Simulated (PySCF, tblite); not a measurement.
**C₇H₄F₃−: a rotation path, then NMR shifts on frames**

Aim: move C₇H₄F₃− (`FC(F)=C(F)c1cc[cH-]c1`) away from its starting geometry and see how NMR shifts follow the geometry.

Programs: tblite 0.8.0 and PySCF 2.14.0, with density-fitted response routines of our own. Each step states its level of theory. These are calculated values for one molecule in the gas phase, unless marked as measured. Atoms count from 0, in the outputs and in this text.

**1. The starting structure**

14 atoms, charge -1, multiplicity 1; geometry from: GFN2-xTB.

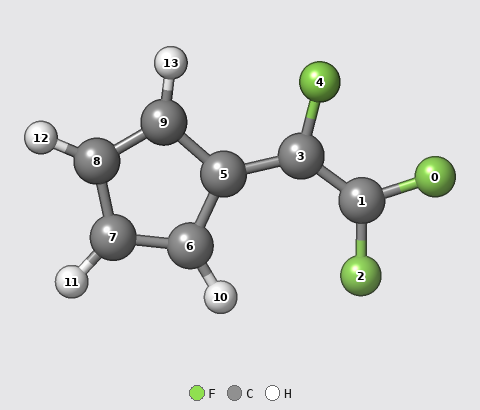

The starting geometry (fluorine green, carbon grey, hydrogen white), atoms numbered.

**2. A band between two rotamers with GFN2-xTB**

The job: settings as JSON, then the geometry in Å.

```
{"job": {"kind": "neb", "xc": "GFN2-xTB", "basis": "xTB", "atoms": [6, 5, 3, 4], "turn": 180}, "charge": -1, "multiplicity": 1}
F      3.792804    -0.511139    -0.098680
C      2.441327    -0.702327    -0.077282
F      2.190617    -2.032534    -0.112492
C      1.520444     0.280521    -0.027331
F      2.076154     1.539831    -0.000251
C      0.112263     0.207106     0.000756
C     -0.691353    -0.961591    -0.017303
C     -2.008728    -0.569224     0.025628
C     -2.056653     0.839511     0.070786
C     -0.768206     1.317959     0.055689
H     -0.321282    -1.971967    -0.057897
H     -2.869207    -1.223707     0.025274
H     -2.957352     1.435841     0.110471
H     -0.461506     2.351248     0.080466
```

Method: GFN2-xTB climbing-image nudged elastic band, gas phase.

Run with:

```
$ OMP_NUM_THREADS=1 python probes_run.py task.json out
```

This one command runs all jobs of the session in turn.

The program printed:

```text
image   E - E0 / eV
  0      -0.0000
  1       0.0408
  2       0.1676
  3       0.3457
  4       0.4443
  5       0.3247
  6       0.1484
  7       0.0348
  8      -0.0000
```

Run time: 2.3 s. Hardware: 1 thread of AMD EPYC 9R14, shared host; peak memory 0.19 GiB.

The final band, with the dihedral C6–C5–C3–F4:

```
image  dihedral (°)  energy (eV)  energy (kcal/mol)
    0          -180        0.000                0.0
    1          -161        0.041                0.9
    2          -140        0.168                3.9
    3          -116        0.346                8.0
    4           -88        0.444               10.2
    5           -61        0.325                7.5
    6           -39        0.148                3.4
    7           -19        0.035                0.8
    8             0        0.000                0.0
```

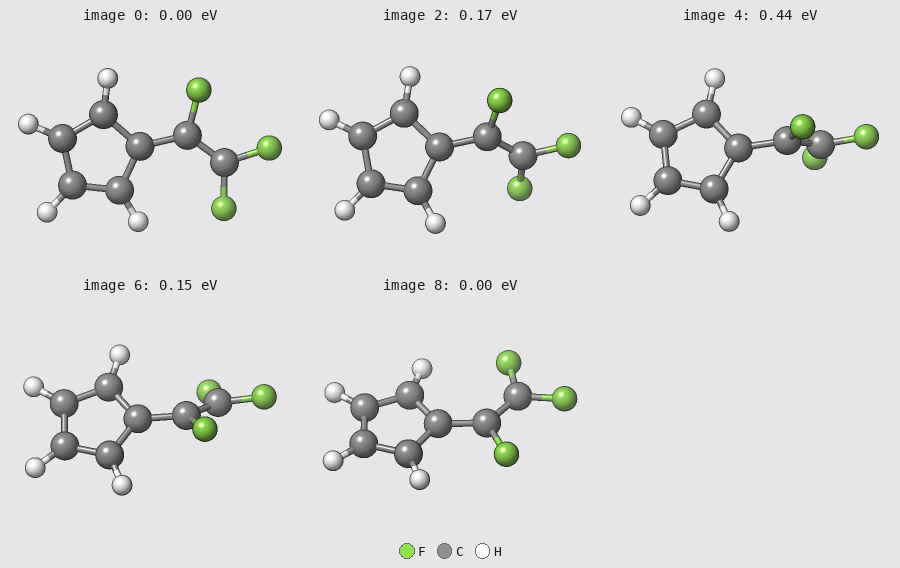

Images along the band.

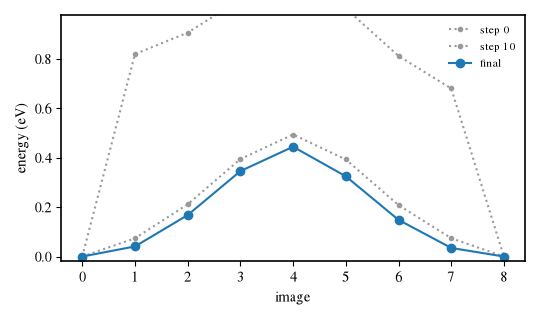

Energy along the band, early and final.

**3. Shielding tensors: image 0, PBE0/pcSseg-1**

The job: settings as JSON, then the geometry in Å.

```
{"job": {"kind": "nmr", "xc": "PBE0", "basis": "pcSseg-1", "pop": false}, "charge": -1, "multiplicity": 1}
F      3.792800    -0.511100    -0.098700
C      2.441300    -0.702300    -0.077300
F      2.190600    -2.032500    -0.112500
C      1.520400     0.280500    -0.027300
F      2.076200     1.539800    -0.000300
C      0.112300     0.207100     0.000800
C     -0.691400    -0.961600    -0.017300
C     -2.008700    -0.569200     0.025600
C     -2.056700     0.839500     0.070800
C     -0.768200     1.318000     0.055700
H     -0.321300    -1.972000    -0.057900
H     -2.869200    -1.223700     0.025300
H     -2.957400     1.435800     0.110500
H     -0.461500     2.351200     0.080500
```

Level: GIAO PBE0/pcSseg-1 NMR shielding, non-relativistic, gas phase.

The program printed:

```text
coarse grid: 13344 points
cycle   1  E = -567.7187293894  dE =  1.858e+00  |g| = 9.387e-01  |ddm| = 3.861e+00
cycle   2  E = -567.2121658495  dE =  5.066e-01  |g| = 1.737e+00  |ddm| = 2.406e+00
cycle   3  E = -567.9097701842  dE = -6.976e-01  |g| = 1.942e-01  |ddm| = 1.733e+00
cycle   4  E = -567.9176087945  dE = -7.839e-03  |g| = 8.923e-02  |ddm| = 3.522e-01
cycle   5  E = -567.9192303367  dE = -1.622e-03  |g| = 4.072e-02  |ddm| = 1.199e-01
cycle   6  E = -567.9196368257  dE = -4.065e-04  |g| = 6.795e-03  |ddm| = 4.190e-02
cycle   7  E = -567.9196456657  dE = -8.840e-06  |g| = 3.359e-03  |ddm| = 9.030e-03
cycle   8  E = -567.9196482099  dE = -2.544e-06  |g| = 4.022e-04  |ddm| = 3.573e-03
final grid: 134760 points
cycle   9  E = -567.9975604426  dE = -4.285e-05  |g| = 8.809e-03  |ddm| = 4.672e-02
cycle  10  E = -567.9975450897  dE =  1.535e-05  |g| = 1.286e-02  |ddm| = 2.112e-02
cycle  11  E = -567.9975778670  dE = -3.278e-05  |g| = 1.244e-03  |ddm| = 1.251e-02
cycle  12  E = -567.9975781566  dE = -2.896e-07  |g| = 4.016e-04  |ddm| = 1.309e-03
cycle  13  E = -567.9975781896  dE = -3.299e-08  |g| = 1.647e-04  |ddm| = 5.281e-04
cycle  14  E = -567.9975781960  dE = -6.403e-09  |g| = 2.921e-05  |ddm| = 2.008e-04
cycle  15  E = -567.9975781961  dE = -1.587e-10  |g| = 1.308e-05  |ddm| = 3.803e-05
converged SCF energy = -567.9975781961

GIAO shielding tensors (ppm)
atom      isotropic    diamagn.    paramagn.     s11        s22        s33       span
  0 F      315.565     469.871    -154.306    253.573    312.047    381.075    127.502
  1 C       14.400     250.747    -236.347    -11.644      2.852     51.992     63.637
  2 F      322.245     477.954    -155.708    238.857    317.176    410.702    171.845
  3 C       39.825     243.982    -204.156     15.273     31.854     72.349     57.076
  4 F      366.354     473.711    -107.357    332.266    377.939    388.857     56.591
  5 C       84.129     257.677    -173.548     29.599     74.244    148.544    118.945
  6 C       81.234     247.975    -166.740      6.606     76.265    160.832    154.225
  7 C       77.236     253.106    -175.871     -3.569     79.635    155.641    159.210
  8 C       80.132     253.230    -173.098      0.313     82.217    157.865    157.552
  9 C       80.937     247.066    -166.129     -2.586     81.766    163.632    166.218
 10 H       25.842      33.225      -7.383     21.957     26.276     29.294      7.337
 11 H       25.999      32.128      -6.129     23.750     26.141     28.107      4.357
 12 H       26.083      31.922      -5.839     23.822     26.042     28.386      4.564
 13 H       25.691      32.384      -6.694     22.539     26.443     28.090      5.551
```

Run time: 22 s. Hardware: 1 thread of AMD EPYC 9R14, shared host; peak memory 0.84 GiB.

Shifts follow as δ = σ(reference) − σ, with reference shieldings (ppm) from runs at the same level and on the same kind of geometry: 1H TMS 31.72, 13C TMS 186.9, 19F CFCl3 170.9. The references are single molecules in the gas phase, so shifts against H2O, NH3, PH3, H3PO4 or CFCl3 are not on the usual liquid scales and can be off by tens of ppm. Each atom is listed at this fixed geometry, with no averaging over motion; a spectrum would average atoms that exchange fast.

```
atoms                      environment  σ (ppm)  δ (ppm)
   C1  fully substituted alkene carbon     14.4    172.5
   C3  fully substituted alkene carbon     39.8    147.1
   C7                      aromatic CH     77.2    109.7
   C8                      aromatic CH     80.1    106.8
   C9                      aromatic CH     80.9    106.0
   C6                      aromatic CH     81.2    105.7
   C5      substituted aromatic carbon     84.1    102.8
  H13       hydrogen on an aromatic CH    25.69     6.03
  H10       hydrogen on an aromatic CH    25.84     5.87
  H11       hydrogen on an aromatic CH    26.00     5.72
  H12       hydrogen on an aromatic CH    26.08     5.63
   F0                 vinylic fluorine    315.6   -144.6
   F2                 vinylic fluorine    322.2   -151.3
   F4                 vinylic fluorine    366.4   -195.4
```

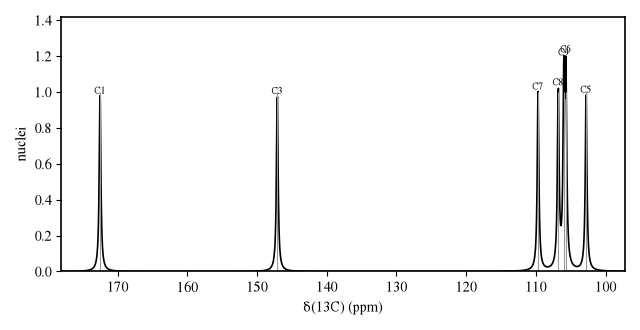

13C lines at the computed shifts, without couplings. Lines are broadened to a width of 0.28 ppm (Lorentzian).

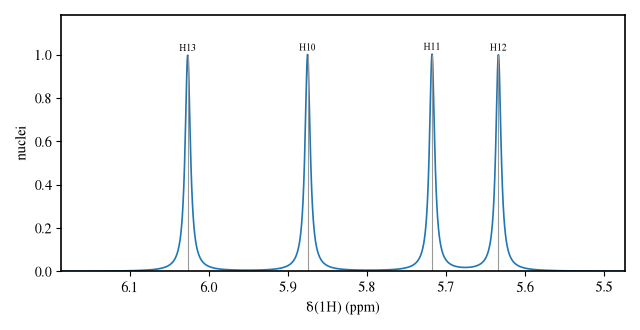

1H lines at the computed shifts, without couplings. Lines are broadened to a width of 0.01 ppm (Lorentzian).

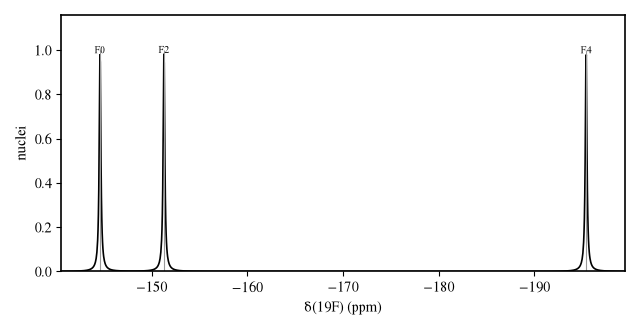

19F lines at the computed shifts, without couplings. Lines are broadened to a width of 0.20 ppm (Lorentzian).

Ring of atoms C5, C6, C7, C8, C9: NICS(0) -12.3, NICS(1) -10.9, NICS(1)zz -28.3 ppm (means of both faces).

Orbitals, density, ELF and potential are computed afterwards from the orbital file.

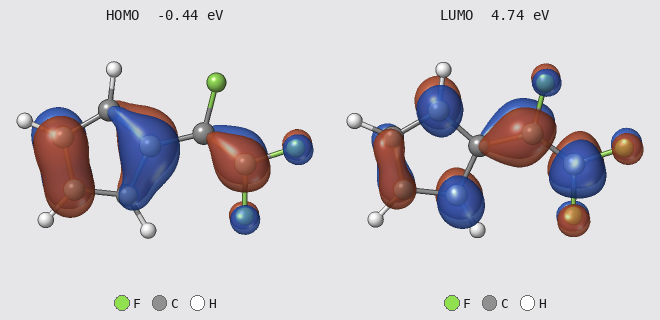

Frontier orbitals at PBE0/pcSseg-1; each surface holds 70 % of the orbital's density, blue and red mark the sign.

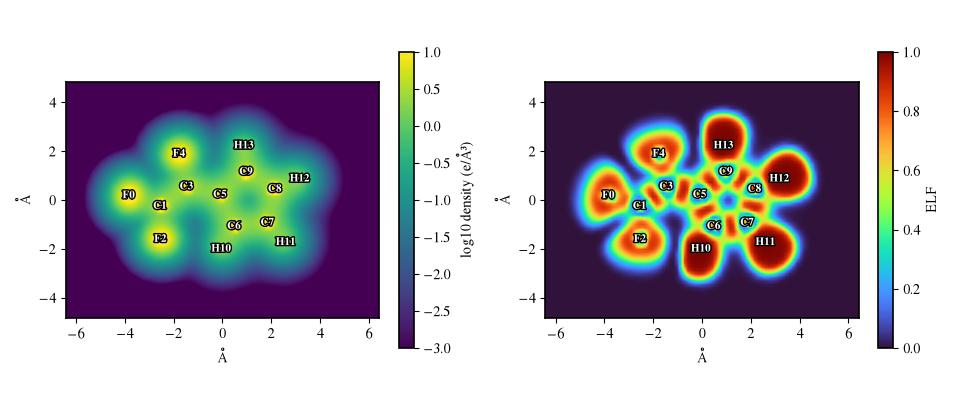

Density (left) and ELF (right) in a plane through or near 14 of the atoms.

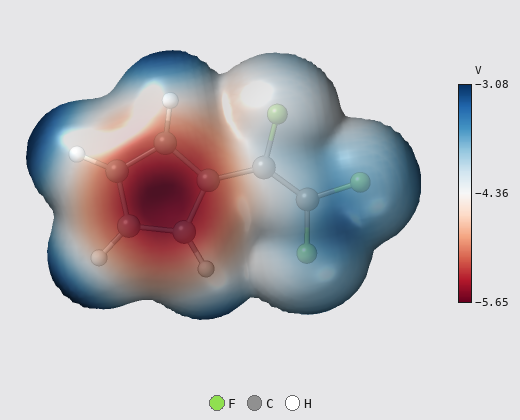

Electrostatic potential on the surface of density 0.002 e/bohr³; red is low, blue high. It runs, from the 1st to the 99th percentile, from -5.65 V near C7 to -3.08 V near H11.

**4. NMR shieldings: image 2, PBE0/pcSseg-1**

The job: settings as JSON, then the geometry in Å.

```
{"job": {"kind": "nmr", "xc": "PBE0", "basis": "pcSseg-1", "pop": false}, "charge": -1, "multiplicity": 1}
F      3.789900    -0.507500    -0.155300
C      2.440400    -0.596100    -0.322300
F      2.169800    -1.660700    -1.107600
C      1.525400     0.220900     0.217100
F      2.073500     1.316600     0.860700
C      0.109600     0.155800     0.144400
C     -0.723800    -0.976400     0.299700
C     -2.030200    -0.562800     0.147100
C     -2.032900     0.815500    -0.135300
C     -0.731400     1.264500    -0.111500
H     -0.387800    -1.967400     0.561200
H     -2.911900    -1.182500     0.239300
H     -2.908100     1.415300    -0.342800
H     -0.383100     2.264300    -0.316700
```

Level: GIAO PBE0/pcSseg-1 NMR shielding, non-relativistic, gas phase.

The program printed:

```text
coarse grid: 13344 points
cycle   1  E = -567.7223181481  dE =  1.851e+00  |g| = 9.338e-01  |ddm| = 3.767e+00
cycle   2  E = -567.3008972123  dE =  4.214e-01  |g| = 1.651e+00  |ddm| = 2.510e+00
cycle   3  E = -567.9100561570  dE = -6.092e-01  |g| = 1.658e-01  |ddm| = 1.771e+00
cycle   4  E = -567.9157717170  dE = -5.716e-03  |g| = 7.453e-02  |ddm| = 3.106e-01
cycle   5  E = -567.9168400845  dE = -1.068e-03  |g| = 3.424e-02  |ddm| = 9.960e-02
cycle   6  E = -567.9171254140  dE = -2.853e-04  |g| = 6.373e-03  |ddm| = 3.626e-02
cycle   7  E = -567.9171334130  dE = -7.999e-06  |g| = 3.235e-03  |ddm| = 9.025e-03
cycle   8  E = -567.9171357973  dE = -2.384e-06  |g| = 3.508e-04  |ddm| = 3.329e-03
final grid: 134760 points
cycle   9  E = -567.9960058146  dE = -4.379e-05  |g| = 8.808e-03  |ddm| = 4.323e-02
cycle  10  E = -567.9959897336  dE =  1.608e-05  |g| = 1.297e-02  |ddm| = 2.225e-02
cycle  11  E = -567.9960233703  dE = -3.364e-05  |g| = 1.266e-03  |ddm| = 1.284e-02
cycle  12  E = -567.9960236617  dE = -2.913e-07  |g| = 4.470e-04  |ddm| = 1.374e-03
cycle  13  E = -567.9960237043  dE = -4.266e-08  |g| = 1.683e-04  |ddm| = 6.187e-04
cycle  14  E = -567.9960237111  dE = -6.759e-09  |g| = 3.420e-05  |ddm| = 2.072e-04
cycle  15  E = -567.9960237113  dE = -2.033e-10  |g| = 1.284e-05  |ddm| = 4.044e-05
converged SCF energy = -567.9960237113

GIAO shielding tensors (ppm)
atom      isotropic    diamagn.    paramagn.     s11        s22        s33       span
  0 F      304.676     470.819    -166.143    262.783    311.081    340.163     77.380
  1 C       17.357     250.968    -233.611    -24.215     22.718     53.567     77.783
  2 F      317.525     477.111    -159.586    230.816    333.663    388.097    157.281
  3 C       41.208     244.659    -203.451      9.556     36.171     77.898     68.342
  4 F      328.042     474.137    -146.095    293.479    322.098    368.550     75.071
  5 C       83.772     258.423    -174.651     26.192     74.522    150.602    124.410
  6 C       78.040     247.395    -169.355     -0.684     79.484    155.319    156.003
  7 C       79.970     253.294    -173.325      2.078     80.699    157.132    155.054
  8 C       78.279     253.231    -174.952     -2.523     79.779    157.580    160.103
  9 C       77.533     247.706    -170.172     -6.417     78.634    160.382    166.799
 10 H       25.903      32.808      -6.904     23.188     26.584     27.938      4.751
 11 H       26.102      32.041      -5.939     23.788     26.018     28.502      4.714
 12 H       25.953      31.907      -5.954     23.760     25.908     28.192      4.432
 13 H       25.693      32.275      -6.582     22.938     26.161     27.981      5.042
```

Run time: 19 s. Hardware: 1 thread of AMD EPYC 9R14, shared host; peak memory 0.86 GiB.

This run: δ C1 169.6, C3 145.7, C9 109.4, C6 108.9, H13 6.02, H10 5.81 ppm.

(Part 1 of 2 ends here.)
